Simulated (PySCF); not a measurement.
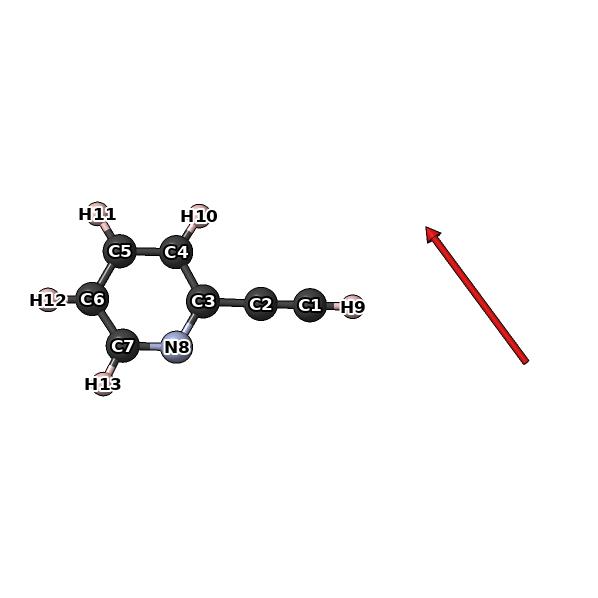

The arrow beside the molecule shows the direction of the dipole moment, from the negative to the positive end (its length means nothing). The geometry was computed by an optimisation with GFN2-xTB. No frequency run is at hand to confirm it as a minimum. Method: B3LYP/def2-SVPD, gas phase (PySCF 2.14.0).

Estimate the dipole moment.

2.37 D; it points from the side of H9 to the side of H11 (the outermost atoms at the two ends).
